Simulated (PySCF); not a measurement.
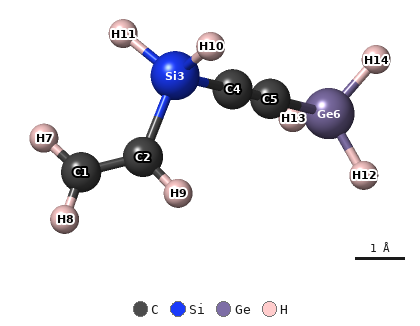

*The structure (ball-and-stick view, seen at a tilt; atoms are numbered from 1 in the order of the input). Sticks mark near contacts.*

Bond lengths as drawn: C–C 1.21 to 1.32 Å, C–Ge 1.89 Å, C–H 1.08 Å, C–Si 1.86 to 1.88 Å, Ge–H 1.49 Å and H–Si 1.47 Å.

Run report: C4H8GeSi, excited-state calculation

- system: C4H8GeSi, SMILES C=C[SiH2]C#[C][GeH3]
- method: TDDFT HCTH407/6-311G**, vertical, gas phase, core orbitals frozen in the response (PySCF 2.14.0)

The geometry comes from this level: GFN2-xTB. It belongs to a series of runs on one base structure; here: HCTH407/6-311G**; 6 states; grid level 1; aux def2-qzvpp-jkfit.

Input file:
```
{"job": {"kind": "uv", "xc": "HCTH407", "basis": "6-311G**", "nstates": 6, "ntriplets": 0, "tda": false, "scf": {"aux": "def2-qzvpp-jkfit"}, "grid": 1}, "charge": 0, "multiplicity": 1}
C     -3.221413    -0.309994    -0.174296
C     -2.222958     0.507396     0.118336
Si    -0.896897     1.067997    -1.097087
C      0.746156     0.655604    -0.340231
C      1.813698     0.387060     0.165871
Ge     3.480294    -0.035163     0.954533
H     -3.343972    -0.727256    -1.161397
H     -3.965019    -0.605554     0.551136
H     -2.154491     0.891425     1.129980
H     -0.963354     2.524987    -1.277641
H     -1.021428     0.359945    -2.375431
H      3.392236     0.162026     2.431125
H      3.821436    -1.457755     0.659546
H      4.535035     0.858835     0.393390
```

The first line tells a small driver script what to run in PySCF; the rest is the geometry in Å.

Hardware: 1 CPU thread, shared host.

Command:
```bash
OMP_NUM_THREADS=1 python <driver script> task.json out
```

What the program printed:
```
final grid: 54328 points
cycle   1  E = -2524.6679683413  dE = -1.572e+00  |g| = 1.696e+00  |ddm| = 3.140e+00
cycle   2  E = -2524.4945749916  dE =  1.734e-01  |g| = 1.363e+00  |ddm| = 1.812e+00
cycle   3  E = -2524.7111914235  dE = -2.166e-01  |g| = 6.625e-01  |ddm| = 1.637e+00
cycle   4  E = -2524.7521710565  dE = -4.098e-02  |g| = 4.099e-01  |ddm| = 6.224e-01
cycle   5  E = -2524.7956172085  dE = -4.345e-02  |g| = 5.743e-02  |ddm| = 2.856e-01
cycle   6  E = -2524.7961842494  dE = -5.670e-04  |g| = 3.568e-02  |ddm| = 6.500e-02
cycle   7  E = -2524.7965266002  dE = -3.424e-04  |g| = 9.951e-03  |ddm| = 3.003e-02
cycle   8  E = -2524.7965528951  dE = -2.629e-05  |g| = 2.903e-03  |ddm| = 9.523e-03
cycle   9  E = -2524.7965552883  dE = -2.393e-06  |g| = 3.629e-04  |ddm| = 2.986e-03
cycle  10  E = -2524.7965553266  dE = -3.836e-08  |g| = 8.562e-05  |ddm| = 5.188e-04
cycle  11  E = -2524.7965553288  dE = -2.151e-09  |g| = 2.648e-05  |ddm| = 1.173e-04
cycle  12  E = -2524.7965553289  dE = -1.269e-10  |g| = 1.393e-05  |ddm| = 3.102e-05
converged SCF energy = -2524.7965553289

Static polarisability (au): isotropic 99.136, principal 73.650 81.867 141.890

Singlet excitations
state   eV       nm        f      main configurations
  1   5.3742    230.7   0.00195   H-1->L 0.91
  2   5.4283    228.4   0.03425   H->L 0.79
  3   5.7556    215.4   0.00330   H->L+1 0.68, H-1->L+1 0.21
  4   5.8870    210.6   0.01771   H-1->L+2 0.35, H-2->L 0.13, H-2->L+1 0.13
  5   5.9008    210.1   0.00755   H->L+2 0.54, H-1->L+1 0.36
  6   6.0065    206.4   0.00252   H-2->L+1 0.49, H-1->L+2 0.33
```

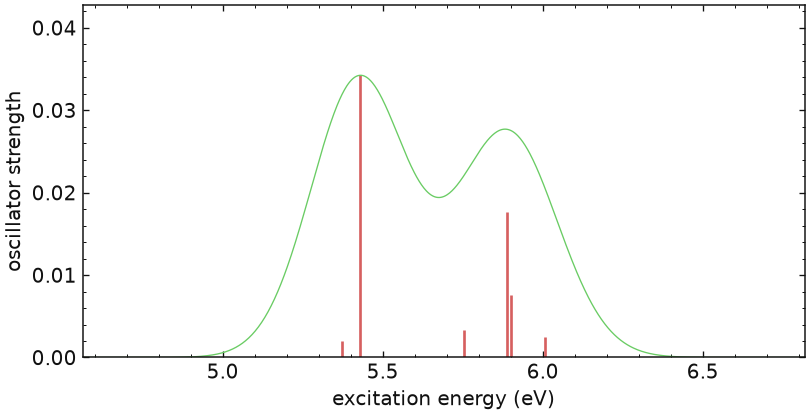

*Computed excitations as sticks (degenerate states added up, dark ones marked on the axis), with a Gaussian envelope of 0.35 eV full width at half maximum, scaled to the tallest.*

Of the 6 states the lowest lies at 5.37 eV (f = 0.002); the strongest line is at 5.43 eV, or 228 nm (f = 0.034).

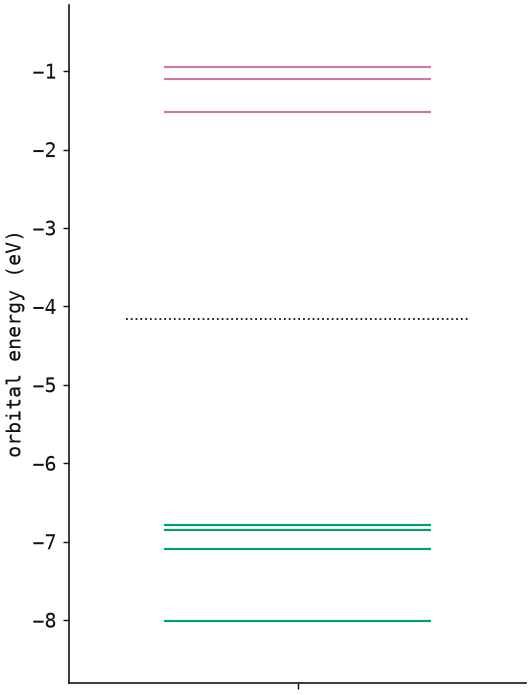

*Orbital energies near the frontier; the dotted line parts filled from empty levels, and levels within 0.02 eV of each other stand side by side.*

Highest filled −6.79 eV, lowest empty −1.52 eV, 5.27 eV apart.

Key numbers:

```json
{"quantity": "outcome", "value": "converged"}
{"quantity": "total energy", "value": "−2524.796555 hartree"}
{"quantity": "HOMO", "value": "−6.79 eV"}
{"quantity": "LUMO", "value": "−1.52 eV"}
{"quantity": "dipole moment", "value": "0.60 D"}
{"quantity": "mean polarisability", "value": "99.14 a.u."}
{"quantity": "lowest excitation", "value": "5.37 eV"}
{"quantity": "wall time", "value": "65 s"}
{"quantity": "peak memory", "value": "0.62 GiB"}
```

Settings chosen away from the usual ones: HCTH407/6-311G**; 6 states; grid level 1; aux def2-qzvpp-jkfit. Spin–orbit coupling is left out, which matters for the heavy atoms.
